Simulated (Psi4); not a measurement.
**BH2O2F (SMILES OB(O)F): MP2/def2-SVPD**

What is the vertical electron affinity of BH2O2F at MP2/def2-SVPD? 

The results are computed with Psi4 1.11.

3 further runs of the same task are left out: 3 set aside as unsound or not needed.

### Step 1. The system as given

The species is BH2O2F (6 atoms), meant as a singlet with charge 0. SMILES: `OB(O)F`. Geometry: relaxed at PBE0-D4/def2-TZVP. This is one conformer, not always the lowest.

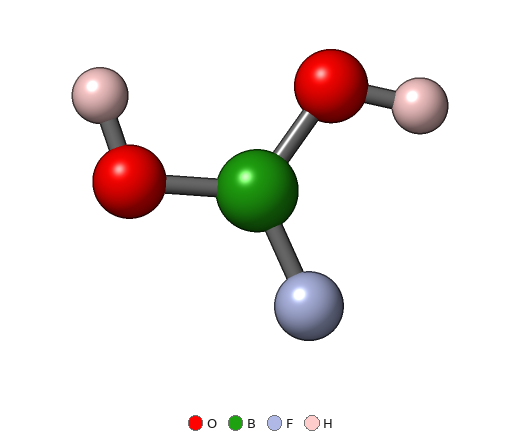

Viewed from a chosen angle; oxygen red, boron green, fluorine light blue, hydrogen pink.

### Step 2. The energy at MP2/def2-SVPD

Input file job.inp:

```
memory 1.6 GB

molecule molecule1 {
  O     -0.90234422     1.83492407    -0.39381892
  B     -0.04497548    -0.58109078    -0.20125583
  O      1.86969503    -1.20035403     1.37213014
  F     -1.08300204    -2.41998328    -1.57451981
  H     -2.26559265     2.01463702    -1.57659851
  H      2.50577684     0.23092453     2.28656861
  units bohr
  symmetry c1
  no_reorient
  no_com
}

set basis def2-SVPD
set reference rhf
set puream true
set e_convergence 1e-09
set d_convergence 1e-08
set scf_type pk
set num_frozen_docc 4
set mp2_type conv

e_tot = energy('mp2')
```

Launch:

```bash
$ psi4 -n 1 job.inp job.out
```

job.out, cut to the lines that bear on the results:

```text
[...]
  Running in c1 symmetry.
[...]
  Nuclear repulsion =  114.498553128805128
[...]
  Multiplicity = 1
[...]
  Nalpha       = 16
  Nbeta        = 16
[...]
    Number of basis functions: 105
[...]
   @RHF iter   1:  -274.85988430959350   -8.89837e-01   5.80458e-03 ADIIS/DIIS
[...]
   @RHF iter  11:  -275.00116452377966   -3.18323e-12   4.98961e-09 DIIS
[...]
    Orbital Energies [Eh]
    ---------------------
    Doubly Occupied:
       1A    -26.300486     2A    -20.593376     3A    -20.585532
       4A     -7.717991     5A     -1.595852     6A     -1.389126
       7A     -1.355932     8A     -0.811521     9A     -0.777519
      10A     -0.750171    11A     -0.693127    12A     -0.664628
      13A     -0.593044    14A     -0.584945    15A     -0.579383
      16A     -0.527911
[...]
  @RHF Final Energy:  -275.00116452377966
   => Energetics <=
    Nuclear Repulsion Energy =            114.4985531288051277
    One-Electron Energy =                -607.9583486374500580
    Two-Electron Energy =                 218.4586309848652377
    Total Energy =                       -275.0011645237796643
[...]
 Multipole Moments:
 ------------------------------------------------------------------------------------
     Multipole            Electronic (a.u.)      Nuclear  (a.u.)        Total (a.u.)
 ------------------------------------------------------------------------------------
 L = 1.  Multiply by 2.5417464519 to convert [e a0] to [Debye]
 Dipole X            :          1.8076122           -1.9929051           -0.1852929
 Dipole Y            :         18.1294898          -17.3631816            0.7663082
 Dipole Z            :          6.6571633           -6.6404976            0.0166657
 Magnitude           :                                                    0.7885680
[...]
	SCS-MP2 Total Energy (a.u.)        :  -275.64147725561509
	SOS-MP2 Total Energy (a.u.)        :  -275.58115196388451
	SCSN-MP2 Total Energy (a.u.)       :  -275.31968206411688
[...]
	SOS-PI-MP2 Total Energy (a.u.)     :  -275.67781653723534
[...]
	MP2 Total Energy (a.u.)            :  -275.66546326572535
[...]
```

Wall time 7.2 s (1 thread of Intel Xeon Platinum 8375C at 2.90GHz (Ice Lake), shared host); peak memory 0.69 GiB.

### Step 3. The doublet anion at the same level

Input file bfh2o2.json:

```json
{
 "schema_name": "qcschema_input",
 "schema_version": 1,
 "molecule": {
  "schema_name": "qcschema_molecule",
  "schema_version": 2,
  "symbols": ["O", "B", "O", "F", "H", "H"],
  "geometry": [-0.90234422, 1.83492407, -0.39381892, -0.04497548, -0.58109078, -0.20125583, 1.86969503, -1.20035403, 1.37213014, -1.08300204, -2.41998328, -1.57451981, -2.26559265, 2.01463702, -1.57659851, 2.50577684, 0.23092453, 2.28656861],
  "molecular_charge": -1,
  "molecular_multiplicity": 2,
  "fix_symmetry": "c1",
  "fix_com": true,
  "fix_orientation": true
 },
 "driver": "energy",
 "model": {
  "method": "mp2",
  "basis": "def2-SVPD"
 },
 "keywords": {
  "reference": "uhf",
  "puream": true,
  "e_convergence": 1e-09,
  "d_convergence": 1e-08,
  "scf_type": "pk",
  "num_frozen_docc": 4,
  "mp2_type": "conv",
  "maxiter": 200
 }
}
```

Launch:

```bash
$ psi4 --qcschema bfh2o2.json -n 1 --memory 1600MB
```

stdout, cut to the lines that bear on the results:

```text
[...]
  Running in c1 symmetry.
[...]
  Nuclear repulsion =  114.498553128805128
[...]
  Multiplicity = 2
[...]
  Nalpha       = 17
  Nbeta        = 16
[...]
    Number of basis functions: 105
[...]
   @UHF iter   1:  -274.75497478463325   -7.84927e-01   6.20895e-03 DIIS/ADIIS
[...]
   @UHF iter  16:  -274.94658286607728   -3.75167e-12   5.37800e-09 DIIS
[...]
   @S^2 Observed:                7.505451413E-01
[...]
  @UHF Final Energy:  -274.94658286607728
   => Energetics <=
    Nuclear Repulsion Energy =            114.4985531288051277
    One-Electron Energy =                -613.1565416759804066
    Two-Electron Energy =                 223.7114056810979719
    Total Energy =                       -274.9465828660772786
  UHF NO Occupations:
  HONO-2 :   15  A 1.9999167
  HONO-1 :   16  A 1.9998935
[...]
 Multipole Moments:
 ------------------------------------------------------------------------------------
     Multipole            Electronic (a.u.)      Nuclear  (a.u.)        Total (a.u.)
 ------------------------------------------------------------------------------------
 L = 1.  Multiply by 2.5417464519 to convert [e a0] to [Debye]
 Dipole X            :          1.5599906           -1.9929051           -0.4329145
 Dipole Y            :         17.8033976          -17.3631816            0.4402161
 Dipole Z            :          6.3784248           -6.6404976           -0.2620728
 Magnitude           :                                                    0.6707364
[...]
	SCS-MP2 Total Energy (a.u.)        :  -275.59681033144670
	SOS-MP2 Total Energy (a.u.)        :  -275.58338117460420
	SCSN-MP2 Total Energy (a.u.)       :  -275.27612689643831
[...]
	SOS-PI-MP2 Total Energy (a.u.)     :  -275.63236565987552
[...]
	MP2 Total Energy (a.u.)            :  -275.62366864513177
[...]
```

The result, in JSON:

```text
{
 "driver": "energy",
 "model": {
  "method": "mp2",
  "basis": "def2-SVPD"
 },
 "success": true,
 "return_result": -275.6236686451318,
 "properties": {
  "calcinfo_nbasis": 105,
  "calcinfo_nmo": 105,
  "calcinfo_nalpha": 17,
  "calcinfo_nbeta": 16,
  "calcinfo_natom": 6,
  "nuclear_repulsion_energy": 114.49855312880513,
  "return_energy": -275.6236686451318,
  "scf_one_electron_energy": -613.1565416759804,
  "scf_two_electron_energy": 223.71140568109797,
  "scf_dipole_moment": [-0.4329145294397385, 0.44021605147676723, -0.26207282080704175],
  "scf_total_energy": -274.9465828660773,
  "scf_iterations": 16,
  "mp2_same_spin_correlation_energy": -0.18724092634149775,
  "mp2_opposite_spin_correlation_energy": -0.489844852713023,
  "mp2_singles_energy": 0.0,
  "mp2_doubles_energy": -0.6770857790545207,
  "mp2_correlation_energy": -0.6770857790544937,
  "mp2_total_energy": -275.6236686451318
 }
}
```

It took 11 s on 1 thread of Intel Xeon Platinum 8375C at 2.90GHz (Ice Lake), shared host; peak memory 0.69 GiB.

### Step 4. Results

Level: MP2/def2-SVPD, 4 core orbitals frozen.

```
                                                                 quantity          value
                                             singlet BH2O2F: total energy  -275.66546 Eh
                      singlet BH2O2F: HOMO energy (Hartree–Fock orbitals)      -14.37 eV
                      singlet BH2O2F: LUMO energy (Hartree–Fock orbitals)        1.50 eV
                    singlet BH2O2F: HOMO–LUMO gap (Hartree–Fock orbitals)       15.87 eV
              singlet BH2O2F: correlation energy (4 core orbitals frozen)     -664.3 mEh
                                              doublet anion: total energy  -275.62367 Eh
doublet anion: HOMO energy (Hartree–Fock orbitals) (highest over α and β)        1.46 eV
 doublet anion: LUMO energy (Hartree–Fock orbitals) (lowest over α and β)        5.38 eV
               doublet anion: correlation energy (4 core orbitals frozen)     -677.1 mEh
                         doublet anion: ⟨S²⟩ of the reference determinant          0.751
                        vertical electron affinity (to the doublet anion)      -1.137 eV
```

What this shows: The anion lies 1.14 eV (26 kcal/mol) above the neutral: the electron isn't bound at this level, and such a value depends on the basis. The HOMO (doublet anion) lies at positive energy, 1.46 eV: the electron is unbound at this level or held by a compact basis; values depend on the basis.
